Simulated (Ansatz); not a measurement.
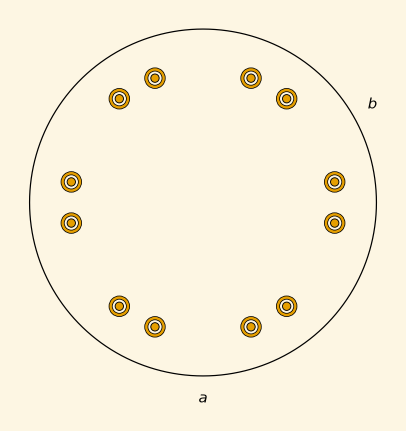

Stereographic projection: filled dots lie in the upper hemisphere, open rings in the lower. The c axis points at the viewer. The poles are all faces of one general form. Computed from the symmetry operations of a computed or model structure of composition Ru.

> Which point group is this?

6/mmm (D6h), order 24, hexagonal system: one sixfold axis, six twofold axes, seven mirror planes, an inversion centre.

> Can such a crystal be piezoelectric, pyroelectric or chiral?

It is centrosymmetric, so neither piezoelectric nor pyroelectric; it is not chiral.
